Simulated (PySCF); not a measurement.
Input

```
{"job": {"kind": "nmr", "xc": "PBE0", "basis": "pcSseg-1"}, "charge": 0, "multiplicity": 1}
C      4.048505     0.208955     0.919601
O      3.640670    -0.953248     0.246296
C      2.383742    -0.953369    -0.292133
C      1.474081     0.010879    -0.273609
C      0.115874    -0.136498    -0.861877
Si    -1.203385    -0.489553     0.481082
N     -1.091882     0.853985     1.571059
Si    -3.359250    -0.569949    -0.310214
N     -3.703831     0.942928    -1.064242
H      5.055591     0.012509     1.284289
H      3.390770     0.429256     1.768099
H      4.067918     1.074859     0.248359
H      2.198429    -1.903185    -0.774561
H      1.671265     0.956089     0.210947
H     -0.148272     0.774205    -1.399205
H      0.110034    -0.955098    -1.580573
H     -0.786778    -1.765652     1.109514
H     -0.184340     1.126947     1.916347
H     -1.767410     0.929658     2.314684
H     -3.616160    -1.547841    -1.372993
H     -4.316864    -0.909479     0.767081
H     -4.612629     1.101942    -1.468828
H     -3.370833     1.788645    -0.630635
```

Command:

```sh
OMP_NUM_THREADS=1 python probes_run.py task.json out
```

Geometry: GFN2-xTB.

These are results of PBE0/pcSseg-1, SCF density, gas phase, non-relativistic in PySCF 2.14.0, not measurements.

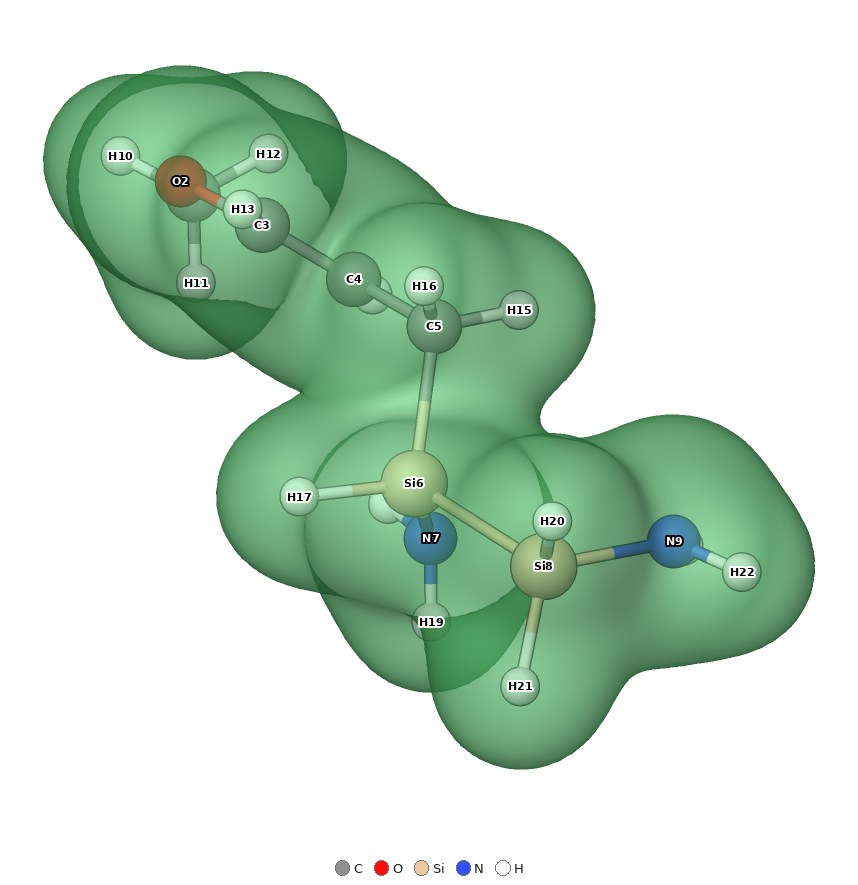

C₄H₁₄N₂OSi₂. Isosurface of the electron density at 0.05 e/Å³ (green), seen at an oblique angle.

What does this surface tell about the bonding?

Answer. At this value the surface is in one piece. It bridges the sampled C–C (1.33 Å), C–O (1.37 Å), Si–N (1.73 Å) and C–Si (1.92 Å) contacts, where the density stays above the isovalue. On the grid the lowest density along these lines, outside the cores, is 2.3 e/Å³ (C–C, 1.33 Å), 1.9 e/Å³ (C–O, 1.37 Å), 0.91 e/Å³ (Si–N, 1.73 Å) and 0.76 e/Å³ (C–Si, 1.92 Å).
